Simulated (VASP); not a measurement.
Band structure of GaSb (zinc blende). Level of theory: PBE GGA, VASP's PBE PAW potentials (set 64) (plane waves; VASP 6.6.1).

Unless said otherwise, spin-orbit coupling is left out, though it shifts the bands of the heavy elements here.

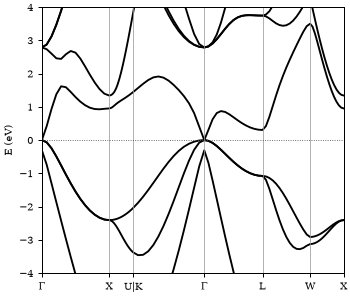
Figure: Bands along high-symmetry lines, zero at the valence-band maximum or, without a gap, the Fermi level

### Question
Read the plot: is there a gap, and where are the band edges?

### Answer
It has no gap at this level: it comes out as a metal or semimetal. (Edges off the drawn lines would not show.)

The compound is GaSb in the zinc blende structure. It was relaxed first, which changed the volume by +6 %.
